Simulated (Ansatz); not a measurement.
# Hypothetical P6_3/mmc Zr2BSe: response to strain

Take Zr₂BSe (space group P6_3/mmc, No. 194; a hypothetical phase, not in the database extracts checked) as the base.

```xyz
8
Lattice="3.5724 0.0000 0.0000 -1.7862 3.0938 0.0000 0.0000 0.0000 12.7191" Properties=species:S:1:pos:R:3 pbc="T T T"
Zr     0.0000     2.0625     5.0792
Zr     1.7862     1.0313     7.6399
Zr     1.7862     1.0313    11.4388
Zr     0.0000     2.0625     1.2803
B      0.0000     0.0000     6.3596
B      0.0000     0.0000     0.0000
Se     1.7862     1.0313     3.1798
Se     0.0000     2.0625     9.5394
```

Cartesian axes are those of the cell as printed.

Strains are applied to the cell and any free atomic positions relax; under biaxial strain the out-of-plane vector relaxes too.

Calculations: DFT with PBE, PAW potentials and a 420 eV plane-wave cutoff in Ansatz (an electronic-structure program), scalar-relativistic without spin-orbit coupling.

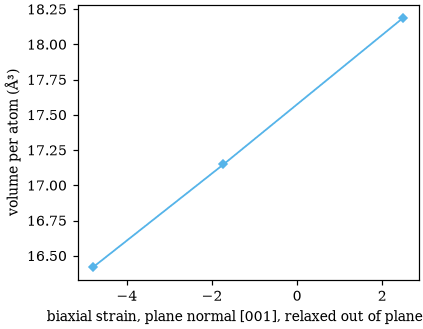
Figure: Volume per atom against biaxial strain, plane normal [001], relaxed out of plane

```csv
"biaxial strain, plane normal [001], relaxed out of plane (%)",volume per atom
-4.79,16.42 Å³
-1.73,17.15 Å³
2.49,18.19 Å³
```

Without a gap, meshes like the base's 15×15×4 leave anisotropic stresses uncertain by several tenths of a GPa, and small strain energies with them. No phonon test of stability was made. All final runs are without spin polarisation.
